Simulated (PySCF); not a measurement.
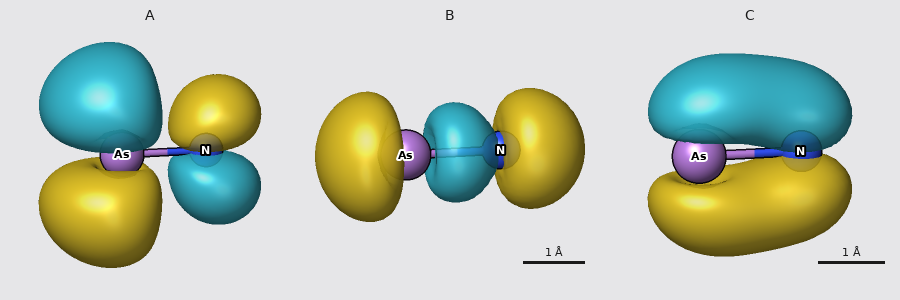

The picture shows: AsN. Three frontier orbitals, each drawn at the value that holds 80 % of its norm (yellow and cyan are the two phases), in no order; of a degenerate pair one member is drawn.

These are results of PBE0/pcseg-1, non-relativistic, at a bond length of 1.615 Å in PySCF 2.14.0, not measurements.

Label each orbital by symmetry, say whether it is occupied, and order them by energy.

Answer. Orbital C: π, occupied, −8.94 eV; bonding, with no node between the atoms.
Orbital B: σ, occupied, −8.91 eV; shared between the atoms (As 40 %, N 60 %).
Orbital A: π, empty, −2.44 eV; antibonding, with a node between the atoms.
